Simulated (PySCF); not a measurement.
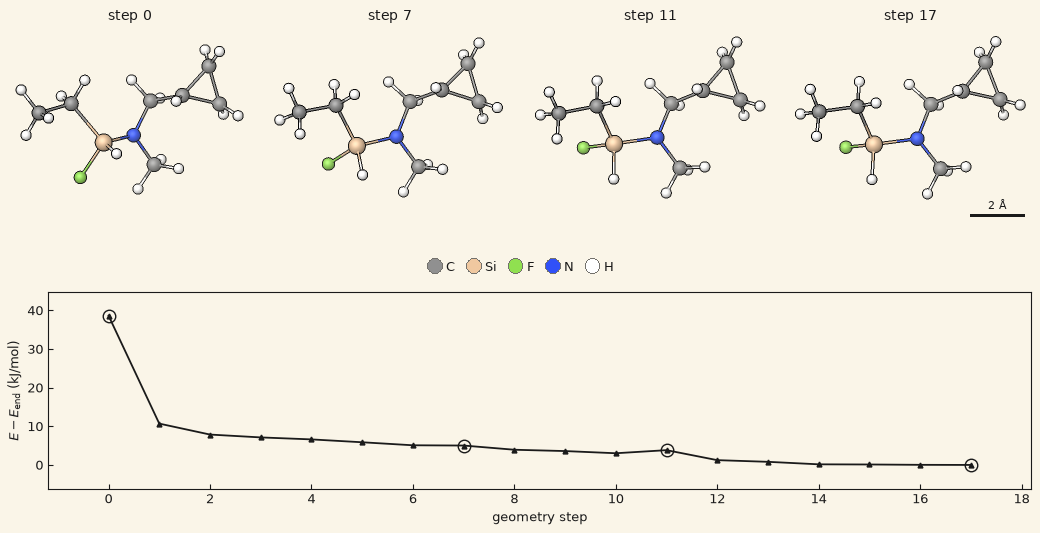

Frames of a relaxation of C7H16FNSi, marked on the history of the run. A ball-and-stick model, seen at a tilt.

The start comes from GFN2-xTB. Its atoms were then displaced at random by about 0.01 Å.

Method: PBE0-D3(BJ)/def2-SVP geometry optimisation, gas phase in PySCF. 

### Describe the path.

The largest move after the best rigid fit is that of the F atom, 1.76 Å. By element the largest moves are F 1.76 Å, H 1.72 Å, Si 0.60 Å, C 0.60 Å, N 0.32 Å. Among the contacts that change: C–H 1.029 → 1.101 Å, H–Si 1.448 → 1.489 Å, C–Si 1.901 → 1.868 Å, C–H 1.064 → 1.094 Å. Among the angles between lasting bonds that change: N–Si–H 119.2° → 107.4°, F–Si–N 105.0° → 112.4°, H–C–H 111.5° → 107.7°. After 17 geometry steps the energy has fallen by 38.6 kJ/mol. From step 0 to 7: F and H atoms move most (1.12 Å), energy −33.6 kJ/mol. From step 7 to 11: the F atom moves most (0.66 Å), energy −1.20 kJ/mol. From step 11 to 17: the F atom moves most (0.14 Å), energy −3.83 kJ/mol.
